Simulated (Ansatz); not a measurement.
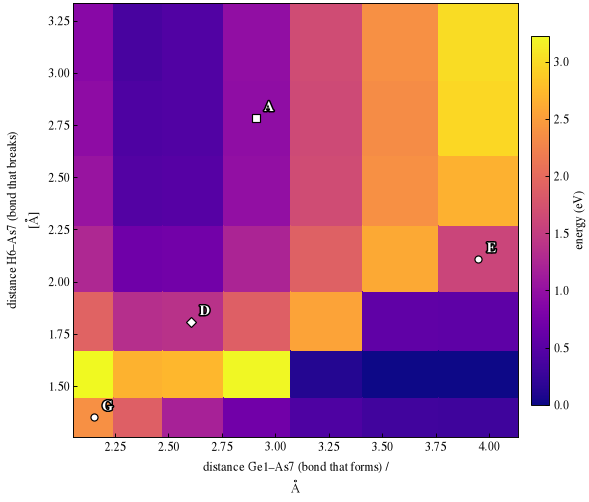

The reacting system AsFGeH6 (fragments FGeH₃ + AsH₃ where the first distance is long, AsGeH₅ + FH where the second is long). Coordinates scanned: (1) distance Ge1–As7 (bond that forms); (2) distance H6–As7 (bond that breaks). Relaxed at each point: all other coordinates. Grid: 7 × 7 points. Points are written as (first, second). Energies are in eV, from the lowest grid point. Energies and slopes of some neighbouring points disagree (a jump in structure or state, or too coarse a mesh). The reference is spin-restricted, so regions where a bond is pulled apart into radicals lie too high. Method: RKS BHLYP-D4/def2-SVP in Ansatz.

In the figure: one coloured cell a grid point, lettered points.

Is A the lowest point of the computed grid?

Answer. No. A lies 0.96 eV above the lowest grid point, which is at (3.951 Å, 1.542 Å).

Rank the lettered points by energy, lowest first.

Answer. A (0.96 eV), D (1.38 eV), E (1.59 eV), G (2.37 eV).
